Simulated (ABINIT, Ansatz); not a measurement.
# Lithium (Im-3m): from the cell to the phonon bands, part 2 of 4

How does Lithium (Im-3m) vibrate, and is this structure a minimum?

ABINIT 10.8.3; DFT LDA, scalar-relativistic, plane waves, PseudoDojo norm-conserving pseudopotentials.

So far. Step 3 (Ground state): The cell stands at -0.33 GPa: the relaxation ran with a smoothed and higher cutoff and on another k mesh.

## Step 5: Zone-centre analysis

anaddb reads the merged derivatives and imposes the acoustic sum rule.

Contents of anaddb.abi:

```
ddb_filepath "gamma_DDB"
output_file "anaddb.abo"
outdata_prefix "anaddb"
asr 1
chneut 1
enunit 2
eivec 1
nph1l 1
qph1l 0.0 0.0 0.0 1.0
```

Contents of mrgddb.in:

```
gamma_DDB
merged
2
dfpt_gammao_DDB
gso_DDB
```

Launch:

```console
$ mrgddb < mrgddb.in > mrgddb.log
$ OMP_NUM_THREADS=1 anaddb anaddb.abi > anaddb.log
```

Numbers of over 12 decimals in the logs are rounded to 6 here.

anaddb.abo, the main output file:

```text
-outvars_anaddb: echo values of input variables ----------------------

 Miscellaneous information :
      enunit         2
       eivec         1
         asr         1
 First list of wavevector (reduced coord.) :
       nph1l         1
       qph1l
                     0.00000000E+00  0.00000000E+00  0.00000000E+00    1.000E+00

================================================================================

 read the DDB information and perform some checks

  ==== Info on the Cryst% object ====
 Real(R)+Recip(G) space primitive vectors, cartesian coordinates (Bohr,Bohr^-1):
 R(1)=  3.1799591  3.1799591  3.1799591  G(1)=  0.1572347  0.0000000  0.1572347
 R(2)= -3.1799591  3.1799591  3.1799591  G(2)= -0.1572347  0.1572347  0.0000000
 R(3)= -3.1799591 -3.1799591  3.1799591  G(3)=  0.0000000 -0.1572347  0.1572347
 Unit cell volume ucvol=  1.2862477E+02 bohr^3
 Angles (23,13,12)=  7.05287794E+01  1.09471221E+02  7.05287794E+01 degrees
 Time-reversal symmetry is present
 Reduced atomic positions [iatom, xred, symbol]:
    1)    0.0000000  0.0000000  0.0000000  Li

 DDB file with 3 blocks has been read.

================================================================================

 Treat the first list of vectors

  Phonon wavevector (reduced coordinates) :  0.00000  0.00000  0.00000
 Phonon energies in Hartree :
   0.000000E+00  0.000000E+00  0.000000E+00
 Phonon energies in meV     :
-  0.000000E+00  0.000000E+00  0.000000E+00
 Phonon frequencies in cm-1    :
-  0.000000E+00  0.000000E+00  0.000000E+00
 Phonon frequencies in Thz     :
-  0.000000E+00  0.000000E+00  0.000000E+00
 Phonon energies in Kelvin  :
-  0.000000E+00  0.000000E+00  0.000000E+00

 Eigendisplacements
 (will be given, for each mode : in cartesian coordinates
   for each atom the real part of the displacement vector,
   then the imaginary part of the displacement vector - absolute values smaller than 1.0d-7 are set to zero)
  Mode number    1   Energy    0.000000E+00
 Attention : low frequency mode.
   (Could be unstable or acoustic mode)
-  1  0.00000000E+00  0.00000000E+00  8.89014669E-03
-     0.00000000E+00  0.00000000E+00  0.00000000E+00
  Mode number    2   Energy    0.000000E+00
 Attention : low frequency mode.
   (Could be unstable or acoustic mode)
-  1  0.00000000E+00  8.89014669E-03  0.00000000E+00
-     0.00000000E+00  0.00000000E+00  0.00000000E+00
  Mode number    3   Energy    0.000000E+00
 Attention : low frequency mode.
   (Could be unstable or acoustic mode)
-  1  8.89014669E-03  0.00000000E+00  0.00000000E+00
-     0.00000000E+00  0.00000000E+00  0.00000000E+00

 Analysis of degeneracies and characters (maximum tolerance=1.00E-06 a.u.)
 For each vibration mode, or group of modes if degenerate,
 the characters are given for each symmetry operation (see the list in the log file).
 Symmetry characters of vibration mode #   1
       degenerate with vibration modes #   2 to    3
  3.0 -3.0 -1.0  1.0 -1.0  1.0 -1.0  1.0  1.0 -1.0 -1.0  1.0  1.0 -1.0 -1.0  1.0
 -0.0  0.0 -0.0  0.0 -0.0  0.0  0.0 -0.0  1.0 -1.0 -1.0  1.0 -1.0  1.0  1.0 -1.0
  0.0 -0.0 -0.0  0.0  0.0 -0.0  0.0 -0.0  1.0 -1.0  1.0 -1.0 -1.0  1.0 -1.0  1.0
-
```

Wall time 0.52 s (1 thread of Arm Neoverse V2, shared host).

Zone-centre frequencies as printed; negative means imaginary. Modes:

| mode | frequency (cm⁻¹) |
| --- | --- |
| 1 | 0 |
| 2 | 0 |
| 3 | 0 |

## Step 6: Linear response on the mesh

Linear response treats each wavevector in the unit cell, with no supercell; the 4×4×4 mesh fixes the range of the force constants to be had.

Contents of dfpt_q.abi:

```
ndtset 7

# wavevectors
qpt1 0.25 0.0 0.0
qpt2 0.5 0.0 0.0
qpt3 0.5 0.25 0.0
qpt4 0.25 0.25 0.25
qpt5 0.5 0.25 0.25
qpt6 0.25 -0.25 0.25
qpt7 0.5 0.5 0.5

# displacements
getwfk_filepath "gso_WFK"
getwfq_filepath "gso_WFK"
kptopt 3
nqpt 1
rfphon 1
rfatpol 1 1
rfdir 1 1 1
tolvrs 1.0d-10
prtwf 0

# basis, mesh and filling
ecut 33.0
ngkpt 16 16 16
nshiftk 1
shiftk 0.0 0.0 0.0
istwfk *1
occopt 7
tsmear 0.01
nband 6
nstep 100
diemac 1000000.0
prtebands 0
prtgsr 0
useylm 1

# cell and atoms
acell 3*1.0 Angstrom
rprim 
    1.682761889 1.682761889 1.682761889
    -1.682761889 1.682761889 1.682761889
    -1.682761889 -1.682761889 1.682761889
ntypat 1
znucl 3
natom 1
typat 1
xred 
    0.0 0.0 0.0
pp_dirpath "./pseudo"
pseudos "Li.upf"
```

Launch:

```console
$ OMP_NUM_THREADS=1 mpirun -n 4 abinit dfpt_q.abi > dfpt_q.log
```

dfpt_q.abo, the main output file:

```text
[banners, grids, parts of the stress and lines that vanish by symmetry left out]
- input  file    -> dfpt_q.abi
- output file    -> dfpt_q.abo
- root for input  files -> dfpt_qi
[...]
DATASET    1 : space group Im -3 m (#229); Bravais cI (body-center cubic)
[...]
nfft =       27000          nkpt =        4096
[...]
DATASET    2 : space group Im -3 m (#229); Bravais cI (body-center cubic)
[...]
nfft =       27000          nkpt =        4096
[...]
DATASET    3 : space group Im -3 m (#229); Bravais cI (body-center cubic)
[...]
nfft =       27000          nkpt =        4096
[...]
DATASET    4 : space group Im -3 m (#229); Bravais cI (body-center cubic)
[...]
nfft =       27000          nkpt =        4096
[...]
DATASET    5 : space group Im -3 m (#229); Bravais cI (body-center cubic)
[...]
nfft =       27000          nkpt =        4096
[...]
DATASET    6 : space group Im -3 m (#229); Bravais cI (body-center cubic)
[...]
nfft =       27000          nkpt =        4096
[...]
DATASET    7 : space group Im -3 m (#229); Bravais cI (body-center cubic)
[...]
nfft =       27000          nkpt =        4096
[...]
== DATASET  1 ==================================================================
[...]
cutoff_energies: {ecut:  33.0, pawecutdg:  -1.0, }
[...]
Perturbation : displacement of atom   1   along direction   1
[...]
-ETOT  1   6.099038     -1.045E+03 1.202E+01 1.232E+05
 ETOT  2  0.617452     -5.482E+00 6.835E-03 6.164E+03
 ETOT  3  0.341615     -2.758E-01 4.196E-04 5.405E+00
 ETOT  4  0.341386     -2.296E-04 2.158E-06 8.125E-02
 ETOT  5  0.341382     -3.837E-06 2.355E-08 1.437E-03
[...]
At SCF step   10       vres2   =  5.95E-13 < tolvrs=  1.00E-10 =>converged.
[...]
Perturbation : displacement of atom   1   along direction   2
[...]
-ETOT  1  0.249653     -1.035E+03 1.200E+01 1.477E+00
[...]
At SCF step    9       vres2   =  2.38E-11 < tolvrs=  1.00E-10 =>converged.
[...]
Phonon wavevector (reduced coordinates) :  0.25000  0.00000  0.00000
 Phonon energies in Hartree :
[...]
Phonon frequencies in cm-1    :
-  3.289710E+01  1.350558E+02  2.348321E+02
[...]
== DATASET  2 ==================================================================
[...]
cutoff_energies: {ecut:  33.0, pawecutdg:  -1.0, }
[...]
Perturbation : displacement of atom   1   along direction   1
[...]
-ETOT  1   1.341454     -1.049E+03 1.205E+01 3.007E+03
[...]
At SCF step    8       vres2   =  7.32E-11 < tolvrs=  1.00E-10 =>converged.
[...]
Perturbation : displacement of atom   1   along direction   2
[...]
-ETOT  1  0.310192     -1.035E+03 1.201E+01 1.779E+00
[...]
At SCF step    9       vres2   =  7.47E-12 < tolvrs=  1.00E-10 =>converged.
[...]
Phonon wavevector (reduced coordinates) :  0.50000  0.00000  0.00000
 Phonon energies in Hartree :
[...]
Phonon frequencies in cm-1    :
-  5.543527E+01  1.921284E+02  3.349202E+02
[...]
== DATASET  3 ==================================================================
[...]
cutoff_energies: {ecut:  33.0, pawecutdg:  -1.0, }
[...]
Perturbation : displacement of atom   1   along direction   1
[...]
-ETOT  1   1.836109     -1.050E+03 1.205E+01 7.525E+03
[...]
Perturbation : displacement of atom   1   along direction   2
[...]
-ETOT  1  0.948612     -1.042E+03 1.203E+01 1.933E+03
[...]
Perturbation : displacement of atom   1   along direction   3
[...]
-ETOT  1  0.338862     -1.035E+03 1.201E+01 2.012E+00
[...]
Phonon wavevector (reduced coordinates) :  0.50000  0.25000  0.00000
 Phonon energies in Hartree :
[...]
Phonon frequencies in cm-1    :
-  1.304014E+02  2.585481E+02  3.096861E+02
[...]
== DATASET  4 ==================================================================
[...]
cutoff_energies: {ecut:  33.0, pawecutdg:  -1.0, }
[...]
Perturbation : displacement of atom   1   along direction   1
[...]
-ETOT  1   1.533503     -1.041E+03 1.203E+01 1.069E+04
[...]
Phonon wavevector (reduced coordinates) :  0.25000  0.25000  0.25000
 Phonon energies in Hartree :
[...]
Phonon frequencies in cm-1    :
-  2.244688E+02  2.317618E+02  2.317618E+02
[...]
== DATASET  5 ==================================================================
[...]
cutoff_energies: {ecut:  33.0, pawecutdg:  -1.0, }
[...]
Perturbation : displacement of atom   1   along direction   1
[...]
-ETOT  1   1.129523     -1.045E+03 1.227E+01 8.155E+02
[...]
Perturbation : displacement of atom   1   along direction   2
[...]
-ETOT  1  0.711106     -1.039E+03 1.660E+01 1.429E+02
[...]
Phonon wavevector (reduced coordinates) :  0.50000  0.25000  0.25000
 Phonon energies in Hartree :
[...]
Phonon frequencies in cm-1    :
-  2.240600E+02  2.911884E+02  3.256665E+02
[...]
== DATASET  6 ==================================================================
[...]
cutoff_energies: {ecut:  33.0, pawecutdg:  -1.0, }
[...]
Perturbation : displacement of atom   1   along direction   1
[...]
-ETOT  1  0.843227     -1.042E+03 1.203E+01 2.662E+02
[...]
At SCF step    8       vres2   =  1.04E-11 < tolvrs=  1.00E-10 =>converged.
[...]
Phonon wavevector (reduced coordinates) :  0.25000 -0.25000  0.25000
 Phonon energies in Hartree :
[...]
Phonon frequencies in cm-1    :
-  2.737595E+02  2.737595E+02  2.737595E+02
[...]
== DATASET  7 ==================================================================
[...]
cutoff_energies: {ecut:  33.0, pawecutdg:  -1.0, }
[...]
Perturbation : displacement of atom   1   along direction   1
[...]
-ETOT  1   1.133298     -1.042E+03 1.204E+01 6.592E+00
[...]
ETOT  8  0.937350     -1.933E-11 1.771E-11 5.968E-10
 ETOT  9  0.937350     -4.775E-12 1.830E-01 3.030E-12
 At SCF step    9       vres2   =  3.03E-12 < tolvrs=  1.00E-10 =>converged.
[...]
Phonon wavevector (reduced coordinates) :  0.50000  0.50000  0.50000
 Phonon energies in Hartree :
[...]
Phonon frequencies in cm-1    :
-  3.429747E+02  3.429747E+02  3.429747E+02
[...]
fcart7     0.0000000000E+00  0.0000000000E+00  0.0000000000E+00
       
================================================================================
```

It took 17 min on 4 MPI ranks.

Read from the output:

* lowest mode on the q mesh (acoustic ones at the zone centre apart): 32.9 cm⁻¹

Frequencies (cm⁻¹) before the sum rule at the irreducible wavevectors but Γ, which is solved apart; negative means imaginary. Frequencies by wavevector:

| q (fractions) | star | mode 1 | mode 2 | mode 3 |
| --- | --- | --- | --- | --- |
| 0.25 0 0 | 12 | 32.9 | 135.1 | 234.8 |
| 0.5 0 0 | 6 | 55.44 | 192.1 | 334.9 |
| 0.5 0.25 0 | 24 | 130.4 | 258.6 | 309.7 |
| 0.25 0.25 0.25 | 6 | 224.5 | 231.8 | 231.8 |
| 0.5 0.25 0.25 | 12 | 224.1 | 291.2 | 325.7 |
| 0.25 -0.25 0.25 | 2 | 273.8 | 273.8 | 273.8 |
| 0.5 0.5 0.5 | 1 | 343 | 343 | 343 |

## Step 7: Dispersion

anaddb transforms the dynamical matrices to force constants and back along the path; points of the mesh come back as solved, but for the sum rule and, in polar crystals, the LO-TO term at Γ; the rest is interpolation.

Contents of anaddb.abi:

```
ddb_filepath "all_DDB"
output_file "anaddb.abo"
outdata_prefix "anaddb"
ifcflag 1
ngqpt 4 4 4
nqshft 1
q1shft 0.0 0.0 0.0
asr 1
chneut 0
dipdip 0
dipquad 0
quadquad 0
enunit 0
eivec 0
nph1l 62
qph1l 
    0.0 0.0 0.0 1.0
    0.05 0.05 -0.05 1.0
    0.1 0.1 -0.1 1.0
    0.15 0.15 -0.15 1.0
    0.2 0.2 -0.2 1.0
    0.25 0.25 -0.25 1.0
    0.3 0.3 -0.3 1.0
    0.35 0.35 -0.35 1.0
    0.4 0.4 -0.4 1.0
    0.45 0.45 -0.45 1.0
    0.5 0.5 -0.5 1.0
    0.5 0.45 -0.5 1.0
    0.5 0.4 -0.5 1.0
    0.5 0.35 -0.5 1.0
    0.5 0.3 -0.5 1.0
    0.5 0.25 -0.5 1.0
    0.5 0.2 -0.5 1.0
    0.5 0.15 -0.5 1.0
    0.5 0.1 -0.5 1.0
    0.5 0.05 -0.5 1.0
    0.5 0.0 -0.5 1.0
    0.45 0.0 -0.45 1.0
    0.4 0.0 -0.4 1.0
    0.35 0.0 -0.35 1.0
    0.3 0.0 -0.3 1.0
    0.25 0.0 -0.25 1.0
    0.2 0.0 -0.2 1.0
    0.15 0.0 -0.15 1.0
    0.1 0.0 -0.1 1.0
    0.05 0.0 -0.05 1.0
    0.0 0.0 0.0 1.0
    0.075 0.025 -0.025 1.0
    0.15 0.05 -0.05 1.0
    0.225 0.075 -0.075 1.0
    0.3 0.1 -0.1 1.0
    0.375 0.125 -0.125 1.0
    0.45 0.15 -0.15 1.0
    0.525 0.175 -0.175 1.0
    0.6 0.2 -0.2 1.0
    0.675 0.225 -0.225 1.0
    0.75 0.25 -0.25 1.0
    0.725 0.275 -0.275 1.0
    0.7 0.3 -0.3 1.0
    0.675 0.325 -0.325 1.0
    0.65 0.35 -0.35 1.0
    0.625 0.375 -0.375 1.0
    0.6 0.4 -0.4 1.0
    0.575 0.425 -0.425 1.0
    0.55 0.45 -0.45 1.0
    0.525 0.475 -0.475 1.0
    0.5 0.5 -0.5 1.0
    0.75 0.25 -0.25 1.0
    0.725 0.225 -0.275 1.0
    0.7 0.2 -0.3 1.0
    0.675 0.175 -0.325 1.0
    0.65 0.15 -0.35 1.0
    0.625 0.125 -0.375 1.0
    0.6 0.1 -0.4 1.0
    0.575 0.075 -0.425 1.0
    0.55 0.05 -0.45 1.0
    0.525 0.025 -0.475 1.0
    0.5 0.0 -0.5 1.0
```

Contents of mrgddb.in:

```
all_DDB
merged
8
dfpt_gammao_DDB
dfpt_qo_DS1_DDB
dfpt_qo_DS2_DDB
dfpt_qo_DS3_DDB
dfpt_qo_DS4_DDB
dfpt_qo_DS5_DDB
dfpt_qo_DS6_DDB
dfpt_qo_DS7_DDB
```

Launch:

```console
$ mrgddb < mrgddb.in > mrgddb.log
$ OMP_NUM_THREADS=1 anaddb anaddb.abi > anaddb.log
```

anaddb.abo, the main output file:

```text
[banners, grids, parts of the stress and lines that vanish by symmetry left out]
-outvars_anaddb: echo values of input variables ----------------------

 Flags :
[...]
Phonon wavevector (reduced coordinates) :  0.00000  0.00000  0.00000
 Phonon energies in Hartree :
[...]
Phonon frequencies in cm-1    :
-  0.000000E+00  0.000000E+00  0.000000E+00
[...]
Phonon wavevector (reduced coordinates) :  0.05000  0.05000 -0.05000
 Phonon energies in Hartree :
[...]
Phonon frequencies in cm-1    :
-  3.655217E+01  3.655217E+01  5.947738E+01
[...]
Phonon wavevector (reduced coordinates) :  0.10000  0.10000 -0.10000
 Phonon energies in Hartree :
[...]
Phonon frequencies in cm-1    :
-  7.990684E+01  7.990684E+01  1.149408E+02
[...]
Phonon wavevector (reduced coordinates) :  0.15000  0.15000 -0.15000
 Phonon energies in Hartree :
[...]
Phonon frequencies in cm-1    :
-  1.304209E+02  1.304209E+02  1.621312E+02
  Phonon wavevector (reduced coordinates) :  0.20000  0.20000 -0.20000
 Phonon energies in Hartree :
[...]
Phonon frequencies in cm-1    :
-  1.830807E+02  1.830807E+02  1.981612E+02
  Phonon wavevector (reduced coordinates) :  0.25000  0.25000 -0.25000
 Phonon energies in Hartree :
[...]
Phonon frequencies in cm-1    :
-  2.244899E+02  2.317821E+02  2.317821E+02
  Phonon wavevector (reduced coordinates) :  0.30000  0.30000 -0.30000
 Phonon energies in Hartree :
[...]
Phonon frequencies in cm-1    :
-  2.479045E+02  2.723837E+02  2.723837E+02
  Phonon wavevector (reduced coordinates) :  0.35000  0.35000 -0.35000
 Phonon energies in Hartree :
[...]
Phonon frequencies in cm-1    :
-  2.755698E+02  3.034880E+02  3.034880E+02
  Phonon wavevector (reduced coordinates) :  0.40000  0.40000 -0.40000
 Phonon energies in Hartree :
[...]
Phonon frequencies in cm-1    :
-  3.069539E+02  3.253920E+02  3.253920E+02
  Phonon wavevector (reduced coordinates) :  0.45000  0.45000 -0.45000
 Phonon energies in Hartree :
[...]
Phonon frequencies in cm-1    :
-  3.328943E+02  3.385608E+02  3.385608E+02
  Phonon wavevector (reduced coordinates) :  0.50000  0.50000 -0.50000
 Phonon energies in Hartree :
[...]
Phonon frequencies in cm-1    :
-  3.429885E+02  3.429885E+02  3.429885E+02
  Phonon wavevector (reduced coordinates) :  0.50000  0.45000 -0.50000
 Phonon energies in Hartree :
[...]
Phonon frequencies in cm-1    :
-  3.372502E+02  3.407807E+02  3.413683E+02
  Phonon wavevector (reduced coordinates) :  0.50000  0.40000 -0.50000
 Phonon energies in Hartree :
[...]
Phonon frequencies in cm-1    :
-  3.206133E+02  3.342970E+02  3.371383E+02
  Phonon wavevector (reduced coordinates) :  0.50000  0.35000 -0.50000
 Phonon energies in Hartree :
[...]
Phonon frequencies in cm-1    :
-  2.946745E+02  3.238161E+02  3.319251E+02
[...]
Phonon wavevector (reduced coordinates) :  0.67500  0.17500 -0.32500
 Phonon energies in Hartree :
[...]
Phonon frequencies in cm-1    :
-  2.176265E+02  2.629881E+02  3.127817E+02
  Phonon wavevector (reduced coordinates) :  0.65000  0.15000 -0.35000
 Phonon energies in Hartree :
[...]
Phonon frequencies in cm-1    :
-  1.951416E+02  2.542517E+02  3.212656E+02
  Phonon wavevector (reduced coordinates) :  0.62500  0.12500 -0.37500
 Phonon energies in Hartree :
[...]
Phonon frequencies in cm-1    :
-  1.706244E+02  2.430361E+02  3.273842E+02
  Phonon wavevector (reduced coordinates) :  0.60000  0.10000 -0.40000
 Phonon energies in Hartree :
[...]
Phonon frequencies in cm-1    :
-  1.442111E+02  2.299820E+02  3.313449E+02
  Phonon wavevector (reduced coordinates) :  0.57500  0.07500 -0.42500
 Phonon energies in Hartree :
[...]
Phonon frequencies in cm-1    :
-  1.164977E+02  2.163533E+02  3.335549E+02
  Phonon wavevector (reduced coordinates) :  0.55000  0.05000 -0.45000
 Phonon energies in Hartree :
[...]
Phonon frequencies in cm-1    :
-  8.904106E+01  2.040471E+02  3.345509E+02
  Phonon wavevector (reduced coordinates) :  0.52500  0.02500 -0.47500
 Phonon energies in Hartree :
[...]
Phonon frequencies in cm-1    :
-  6.575297E+01  1.953258E+02  3.348759E+02
  Phonon wavevector (reduced coordinates) :  0.50000  0.00000 -0.50000
 Phonon energies in Hartree :
[...]
Phonon frequencies in cm-1    :
-  5.552031E+01  1.921530E+02  3.349343E+02
-
```

Wall time 0.52 s (1 thread).

Read from the output:

| Quantity | Value |
| --- | --- |
| lowest frequency on the path | -16.23 cm⁻¹ |

Anaddb. Phonon branches along the path, in cm⁻¹:

| point | branch 1 | branch 2 | branch 3 |
| --- | --- | --- | --- |
| Γ | 0 | 0 | 0 |
| H | 343 | 343 | 343 |
| N | 56 | 192 | 335 |
| Γ | 0 | 0 | 0 |
| P | 274 | 274 | 274 |
| H | 343 | 343 | 343 |
| jump to P | 274 | 274 | 274 |
| N | 56 | 192 | 335 |

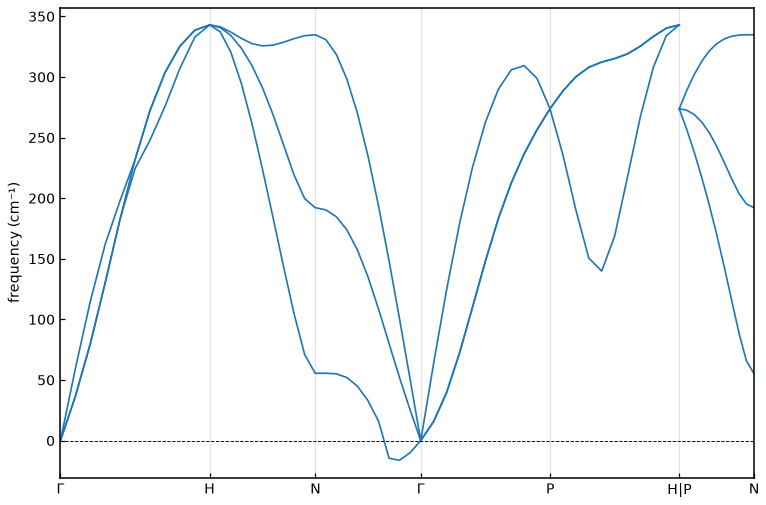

Phonon branches along the path.

The path dips to 16i cm⁻¹ between the solved wavevectors, whose modes are all real, so the dip may come from the interpolation.

[end of part 2 of 4]

[Host names and launcher messages were left out of these logs when they were recorded.]

[Logs are printed without paths, hosts, clocks, repeated set-up lines and the standing remarks that a program may print on its own settings, such as how far it seeks lower states.]

[Hosts, paths, dates, database ids (printed as entryN), source tags and the programs' standing remarks are cut or masked in the printed files.]
